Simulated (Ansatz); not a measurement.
# N2 (nitrogen) at wB97X/STO-3G

Aim: the electronic atomisation energy of N2 (nitrogen) at wB97X/STO-3G, from 2 runs. 

The results are computed with Ansatz 0.2.0.

29 further runs of the same task are left out: 15 that didn't finish, 14 set aside as unsound or not needed.

### Step 1. The molecule

The species is N2 (2 atoms), meant as a singlet with charge 0. SMILES: `N#N`. Geometry: relaxed at PBE0-D4/def2-TZVP.

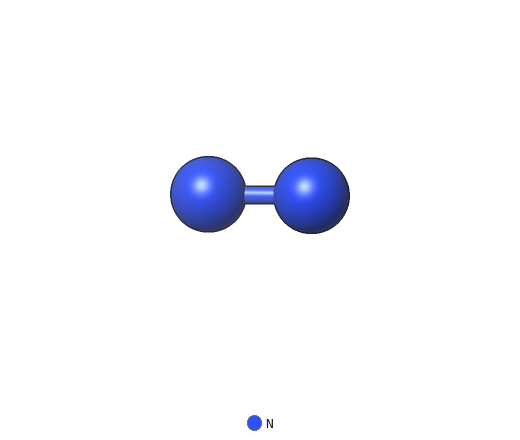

The structure, seen from a chosen angle (nitrogen blue).

### Step 2. The energy at wB97X/STO-3G

Contents of run.yaml:

```yaml
basis:
  gaussian:
    orbitals: STO-3G
crystal:
  periodic: [false, false, false]
  atoms:
    - {symbol: "N", position_ang: [0.465500, -0.150300, 0.239800]}
    - {symbol: "N", position_ang: [-0.465500, 0.150300, -0.239800]}
hamiltonian:
  xc: {name: wB97X}
accuracy: high
```

Launch:

```sh
$ ansatz run run.yaml --threads 1 --pin off --max-ram 2610MiB --events-out events.jsonl --progress --plain --runs-dir runs
```

The log of the run:

```text
Warning: RAYON_NUM_THREADS=1 ignored (pool sized by the plan → 1); use --threads N
Functional definition: wB97X
  name "wB97X"
  parameter omega = 0.3/bohr
  parameter cx = 0.157706
  parameter cx1 = 0.726479
  parameter cx2 = 1.04760
  parameter cx3 = -5.70635
  parameter cx4 = 13.2794
  parameter css1 = -4.33879
  parameter css2 = 18.2308
  parameter css3 = -31.7430
  parameter css4 = 17.2901
  parameter cos1 = 2.37031
  parameter cos2 = -11.3995
  parameter cos3 = 6.58405
  parameter cos4 = -3.78132
  exchange = spin_sum(e_x_unif_sr(omega)*poly(b97_u_x, 1 - cx, cx1, cx2, cx3, cx4)) + cx*exact_x_sr(omega)
      + exact_x_lr(omega)
  correlation = spin_sum(e_c_pw_same_spin*poly(b97_u_same, 1, css1, css2, css3, css4))
      + integral(e_c_pw_opposite_spin*poly(b97_u_opposite, 1, cos1, cos2, cos3, cos4))
150 factors; integrals over basis functions are off by at most 1.5e-8 eV
85 factors; integrals over basis functions are off by at most 5.3e-10 eV
mean field evaluation 1: about -2939.6704 eV, gradient 5.0e0 eV
mean field evaluation 2: about -2939.7330 eV, gradient 5.4e-1 eV
mean field evaluation 4: about -2939.6905 eV, gradient 2.1e-1 eV
mean field evaluation 8: about -2939.6907 eV, gradient 3.4e-7 eV
mean field -2939.69066151 eV, -108.0316392165 hartree, gradient 8.3e-9 eV, S^2 0.000000; 0 other end points of the search recorded, 0 dependent functions left out
reference -2939.69066089 eV, -108.0316391939 hartree; 7, 7 occupied and 3, 3 virtual orbitals, 150 factors
Total energy: -2939.69066089 eV, -108.0316391939 hartree
```

It took 1.1 s on 1 thread of Intel Xeon Platinum 8375C at 2.90GHz (Ice Lake), shared host; peak memory 0.15 GiB.

### Step 3. The N atom, same level

Contents of job.yaml:

```yaml
crystal:
  periodic: [false, false, false]
  atoms:
    - symbol: "N"
      position_ang: [0.000000, 0.000000, 0.000000]
basis:
  gaussian: {orbitals: STO-3G}
magnetization: {spin_polarized: true, initial_magnetization: 3}
hamiltonian: {xc: {name: wB97X}}
accuracy: high
```

Run the same way, it converges to -53.89253 Eh (log not shown).

### Step 4. Results

At wB97X/STO-3G:

```
                     quantity          value
       molecule: total energy  -108.03164 Eh
         N atom: total energy   -53.89253 Eh
                 N atom: ⟨S²⟩          3.750
electronic atomisation energy       6.710 eV
```

In words: Taking the molecule apart into free atoms costs 6.71 eV (155 kcal/mol), before zero-point energy and without spin-orbit coupling. In a minimal basis such a difference can be off by several eV, whatever the method.
